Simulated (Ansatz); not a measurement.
How methods differ on C3H9Sb (trimethylantimony)

The species is C3H9Sb (13 atoms), meant as a singlet with charge 0. SMILES: `C[Sb](C)C`. Geometry: relaxed at PBE0-D4/def2-TZVP.

Each level gives the electronic atomisation energy (eV). The values are calculated. Electronic energies at fixed atoms, without zero-point motion or spin-orbit coupling.

| level | kind | program | value (eV) | CPU time (all runs) |
| --- | --- | --- | --- | --- |
| PBE/def2-SVP (core potential) | GGA | Ansatz | 47.71 | 7.4 s |
| revPBE/def2-SVP (core potential) | GGA | Ansatz | 46.28 | 7.4 s |
| B3LYP/def2-SVP (core potential) | global hybrid | Ansatz | 47.01 | 8.9 s |
| r2SCAN0/def2-SVP (core potential) | hybrid meta-GGA | Ansatz | 46.83 | 14 s |
| CAM-B3LYP/def2-SVP (core potential) | range-separated hybrid | Ansatz | 47.27 | 10 s |
| HSE06/def2-SVP (core potential) | range-separated hybrid | Ansatz | 47.29 | 9.6 s |
| wB97M-V/def2-SVP (core potential) | range-separated hybrid | Ansatz | 47.77 | 52 s |
| RPA@PBE/def2-SVP (core potential) | RPA | Ansatz | 43.84 | 15 s |

The values span 43.84 to 47.77 eV. CPU times are rough (shared hosts, several kinds of processor): they show what a rung costs within a factor of a few.

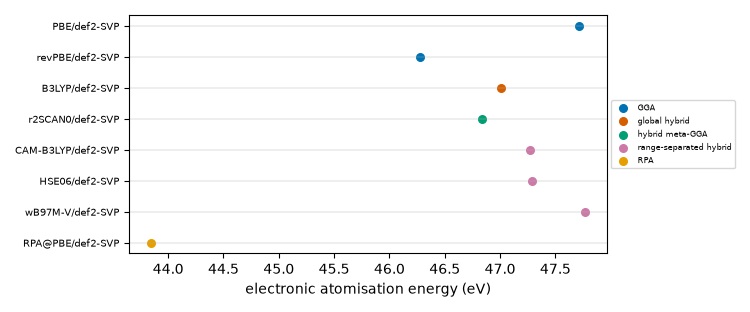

The values of the table, level by level.
